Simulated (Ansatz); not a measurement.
The parent structure is NiO in the rock salt structure (space group Fm-3m, No. 225; a = 4.189 Å; ferromagnetic). Axes: x, y, z lie along the cube axes.

Perturbation: biaxial strain −2.43 %, plane normal [111], relaxed out of plane (Cartesian); in-plane vectors clamped, the third vector and the atoms free.

Calculations: r2SCAN/PAW in Ansatz (a quantum-chemistry and plane-wave program), no SOC.

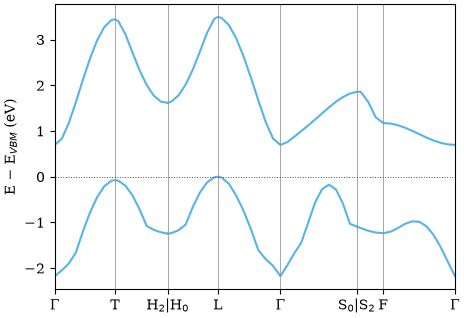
Highest valence and lowest conduction band along the path of the changed cell's own zone

### Question
Read the changed gap and its character from the plot.

### Answer
About 0.7 eV, indirect, L → Γ.

Stability against distortions was not tested. No Hubbard U is applied and the magnetic state is the run's own (NiO ferromagnetic); small cells can't hold the antiferromagnetic order that many such compounds have, so gaps and moments can be off. Where the two band edges lie in opposite spin channels, the gap is a spin-flip gap. In its common phase, real NiO is an antiferromagnetic insulator at low temperature. Labels are those of the standard path for the cell's own space group.
